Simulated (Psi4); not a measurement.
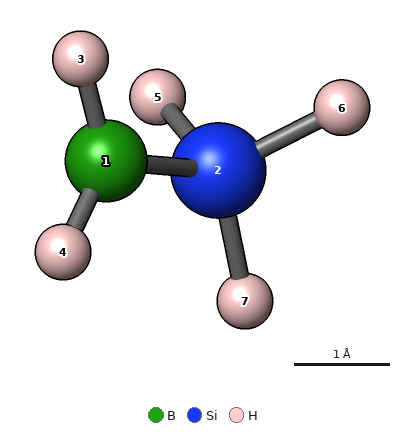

Figure 1. The input geometry (ball-and-stick view, seen at a tilt; atoms are numbered from 1 in the order of the input).

## BSiH$_{5}$: single-point calculation

- system: BSiH$_{5}$, SMILES B[SiH3]
- method: CAM-B3LYP/6-311+G**, RKS (Psi4 1.11)

The geometry comes from this level: PBE0-D4/def2-TZVP.

The program's output:
```
Psi4 1.11 release

   => Loading Basis Set <=

    Name: 6-311+G**
    Role: ORBITAL
    Keyword: BASIS

         ---------------------------------------------------------
                                   SCF
                              RKS Reference
                        1 Threads,   1525 MiB Core
         ---------------------------------------------------------

  ==> Geometry <==

    Molecular point group: c1
    Full point group: C1

    Geometry (in Angstrom), charge = 0, multiplicity = 1:

       Center              X                  Y                   Z               Mass
    ------------   -----------------  -----------------  -----------------  -----------------
         B           -0.089367981854    -1.398393962865     0.249904798300    11.009305360000
         SI           0.042932018146     0.575906037135    -0.102895201700    27.976926534650
         H           -1.172167981854    -1.899993962865     0.335704798300     1.007825032230
         H            0.860232018146    -2.111893962865     0.381004798300     1.007825032230
         H           -0.662167981854     0.884006037135    -1.381595201700     1.007825032230
         H           -0.669767981854     1.307306037135     0.985204798300     1.007825032230
         H            1.428332018146     1.109406037135    -0.193895201700     1.007825032230

  Running in c1 symmetry.

  Rotational constants: A =      2.11955  B =      0.35826  C =      0.34276 [cm^-1]
  Rotational constants: A =  63542.50972  B =  10740.23288  C =  10275.70418 [MHz]
  Nuclear repulsion =   47.564448936710967

  Charge       = 0
  Multiplicity = 1
  Electrons    = 24
  Nalpha       = 12
  Nbeta        = 12

  ==> Algorithm <==

  SCF Algorithm Type is DIRECT.
  DIIS enabled.
  MOM disabled.
  Fractional occupation disabled.
  Guess Type is SAD.
  Energy threshold   = 1.00e-06
  Density threshold  = 1.00e-06
  Integral threshold = 1.00e-08

  ==> Primary Basis <==

  Basis Set: 6-311+G**
    Blend: 6-311+G**
    Number of shells: 44
    Number of basis functions: 82
    Number of Cartesian functions: 84
    Spherical Harmonics?: true
    Max angular momentum: 2

  ==> DFT Potential <==

   => LibXC <=

    Version 7.1.2

   => Composite Functional: CAM-B3LYP <=

    CAM-B3LYP Hyb-GGA Exchange-Correlation Functional

    Deriv               =              1
    GGA                 =           TRUE
    Meta                =          FALSE

    Exchange Hybrid     =           TRUE
    MP2 Hybrid          =          FALSE

   => Exchange Functionals <=

    0.3500         Becke 88 [omega = 0.3300]
    0.4600   Short-range recipe for B88 functional - erf [omega = 0.3300]

   => Exact (HF) Exchange <=

    0.4600            HF,LR [omega = 0.3300]
    0.1900               HF

   => Correlation Functionals <=

    0.1900   Vosko, Wilk & Nusair (VWN5)
    0.8100   Lee, Yang & Parr

   => LibXC Density Thresholds  <==

    XC_HYB_GGA_XC_CAM_B3LYP:  1.00E-14

   => Molecular Quadrature <=

    Radial Scheme          =       TREUTLER
    Pruning Scheme         =           NONE
    Nuclear Scheme         =       TREUTLER

    Blocking Scheme        =         OCTREE
    BS radius alpha        =              1
    Pruning alpha          =              1
    Radial Points          =             99
    Spherical Points       =            590
    Total Points           =         393925
    Total Blocks           =           2833
    Max Points             =            256
    Max Functions          =             82
    Weights Tolerance      =       1.00E-15

   => Loading Basis Set <=

    Name: (6-311+G** AUX)
    Role: JKFIT
    Keyword: DF_BASIS_SCF

  Starting with a DF guess...

  ==> Integral Setup <==

  DFHelper Memory: AOs need 0.062 GiB; user supplied 0.354 GiB.
  SCF_SUBTYPE=INCORE selected. In-core MEM_DF algorithm will be used.
  Using in-core AOs.

  ==> MemDFJK: Density-Fitted J/K Matrices <==

    J tasked:                   Yes
    K tasked:                   Yes
    wK tasked:                  Yes
    Omega:                3.300E-01
    Memory [MiB]:               362
    Algorithm:                 Core
    Schwarz Cutoff:           1E-08
    Mask sparsity (%):       1.8441
    Fitting Condition:        1E-10

   => Auxiliary Basis Set <=

  Basis Set: (6-311+G** AUX)
    Blend: HEAVY-AUG-CC-PVTZ-JKFIT
    Number of shells: 122
    Number of basis functions: 400
    Number of Cartesian functions: 486
    Spherical Harmonics?: true
    Max angular momentum: 4

  Cached 100.0% of DFT collocation blocks in 0.764 [GiB].

  Minimum eigenvalue in the overlap matrix is 5.8441186049E-04.
  Reciprocal condition number of the overlap matrix is 8.7195688942E-05.
    Using symmetric orthogonalization.

  ==> Pre-Iterations <==

  SCF Guess: Superposition of Atomic Densities via on-the-fly atomic UHF (no occupation information).

   -------------------------
    Irrep   Nso     Nmo
   -------------------------
     A         82      82
   -------------------------
    Total      82      82
   -------------------------

  ==> Iterations <==

                           Total Energy        Delta E     RMS |[F,P]|

   @DF-RKS iter SAD:  -316.54516563842736   -3.16545e+02   0.00000e+00
   @DF-RKS iter   1:  -317.22554154808705   -6.80376e-01   4.55779e-03 DIIS/ADIIS
   @DF-RKS iter   2:  -317.27016523214746   -4.46237e-02   2.62322e-03 DIIS/ADIIS
   @DF-RKS iter   3:  -317.28816028387087   -1.79951e-02   1.23190e-04 DIIS/ADIIS
   @DF-RKS iter   4:  -317.28832710105411   -1.66817e-04   3.92988e-05 DIIS
   @DF-RKS iter   5:  -317.28834074434479   -1.36433e-05   1.37321e-05 DIIS
   @DF-RKS iter   6:  -317.28834202386167   -1.27952e-06   2.15766e-06 DIIS
   @DF-RKS iter   7:  -317.28834208537580   -6.15141e-08   2.84602e-07 DIIS

  DF guess converged.

  ==> DirectJK: Integral-Direct J/K Matrices <==

    J tasked:                  Yes
    K tasked:                  Yes
    wK tasked:                 Yes
    Omega:               3.300E-01
    Integrals threads:           1
    Screening Type:           CSAM
    Screening Cutoff:        1E-08
    Incremental Fock:           No

   @RKS iter   8:  -317.28832133655925   -3.17288e+02   1.31501e-06 DIIS
   @RKS iter   9:  -317.28832134215429   -5.59504e-09   1.88420e-07 DIIS
  Energy and wave function converged.

  ==> Post-Iterations <==

   Electrons on quadrature grid:
      Ntotal   =   23.9999999002 ; deviation = -9.983e-08

    Orbital Energies [Eh]
    ---------------------

    Doubly Occupied:

       1A    -66.156287     2A     -6.841723     3A     -5.335440
       4A     -3.694093     5A     -3.693831     6A     -3.692851
       7A     -0.638741     8A     -0.555668     9A     -0.438648
      10A     -0.411731    11A     -0.395981    12A     -0.362356

    Virtual:

      13A     -0.049765    14A      0.033965    15A      0.039761
      16A      0.055454    17A      0.060402    18A      0.066596
      19A      0.079526    20A      0.083266    21A      0.087807
      22A      0.113791    23A      0.116123    24A      0.152807
      25A      0.172527    26A      0.206262    27A      0.214655
      28A      0.307191    29A      0.311139    30A      0.317799
      31A      0.361846    32A      0.388174    33A      0.408405
      34A      0.437098    35A      0.441645    36A      0.444781
      37A      0.525961    38A      0.587526    39A      0.591228
      40A      0.595360    41A      0.620481    42A      0.715846
      43A      0.805950    44A      0.847563    45A      0.907057
      46A      0.927768    47A      1.025337    48A      1.116792
      49A      1.184583    50A      1.264588    51A      1.265021
      52A      1.292213    53A      1.352175    54A      1.355582
      55A      1.473781    56A      1.493768    57A      1.651314
      58A      1.670252    59A      1.684457    60A      1.696079
      61A      1.715903    62A      1.795228    63A      1.937054
      64A      1.943502    65A      2.002136    66A      2.058030
      67A      2.163608    68A      2.170313    69A      2.190140
      70A      2.459503    71A      2.600173    72A      2.664505
      73A      2.670927    74A      2.744752    75A      2.759353
      76A      2.820229    77A      5.679798    78A     11.492435
      79A     11.494236    80A     11.510073    81A     14.450501
      82A    141.074299

    Final Occupation by Irrep:
              A
    DOCC [    12 ]
    NA   [    12 ]
    NB   [    12 ]

  @RKS Final Energy:  -317.28832134215429

   => Energetics <=

    Nuclear Repulsion Energy =             47.5644489367109671
    One-Electron Energy =                -531.5388333881060134
    Two-Electron Energy =                 186.6569394754077678
    DFT Exchange-Correlation Energy =     -19.9708763661669657
    Empirical Dispersion Energy =           0.0000000000000000
    VV10 Nonlocal Energy =                  0.0000000000000000
    Total Energy =                       -317.2883213421542905

Computation Completed

Properties will be evaluated at   0.000000,   0.000000,   0.000000 [a0]

Properties computed using the SCF density matrix

 Multipole Moments:

 ------------------------------------------------------------------------------------
     Multipole            Electronic (a.u.)      Nuclear  (a.u.)        Total (a.u.)
 ------------------------------------------------------------------------------------

 L = 1.  Multiply by 2.5417464519 to convert [e a0] to [Debye]
 Dipole X            :          0.1241362           -0.1158999            0.0082364
 Dipole Y            :         -0.8407112            0.6794414           -0.1612698
 Dipole Z            :          0.1510043           -0.1220477            0.0289567
 Magnitude           :                                                    0.1640557

 ------------------------------------------------------------------------------------

	total time  =          9 seconds =       0.15 minutes

    Psi4 run time: 0:00:08.62
```

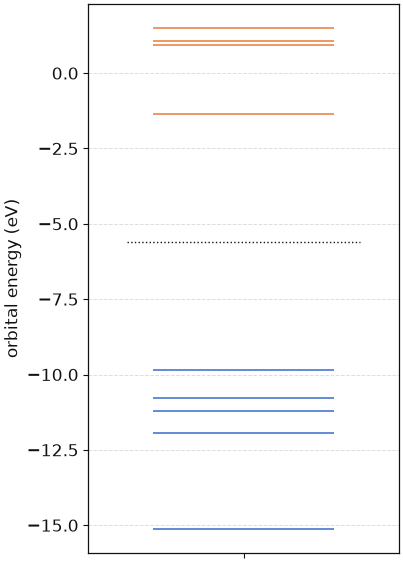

Figure 2. Orbital energies near the frontier; the dotted line parts filled from empty levels, and levels within 0.02 eV of each other stand side by side. Highest filled −9.86 eV, lowest empty −1.35 eV, 8.51 eV apart.

The run was set up as follows.

Input file (job.dat):
```
memory 1.6 GB

molecule molecule1 {
  0 1
  B     -0.043200    -1.189000     0.204300
  Si     0.089100     0.785300    -0.148500
  H     -1.126000    -1.690600     0.290100
  H      0.906400    -1.902500     0.335400
  H     -0.616000     1.093400    -1.427200
  H     -0.623600     1.516700     0.939600
  H      1.474500     1.318800    -0.239500
  symmetry c1
}

set {
  puream true
  scf_type direct
  dft_radial_points 99
  dft_spherical_points 590
  ints_tolerance 1e-08
  maxiter 60
}

energy_value = energy('cam-b3lyp/6-311+G**')
```

Run as:
```bash
psi4 -n 1 job.dat job.out
```

Key numbers:

| quantity | value |
| --- | --- |
| outcome | converged |
| total energy | −317.288321 hartree |
| basis functions | 82 |
| HOMO | −9.86 eV |
| LUMO | −1.35 eV |
| dipole moment | 0.42 D |
| hardware | 1 thread of Intel Xeon (Granite Rapids), 64 GiB of memory available, shared host |
| wall time | 9.9 s |
| peak memory | 1.1 GiB |
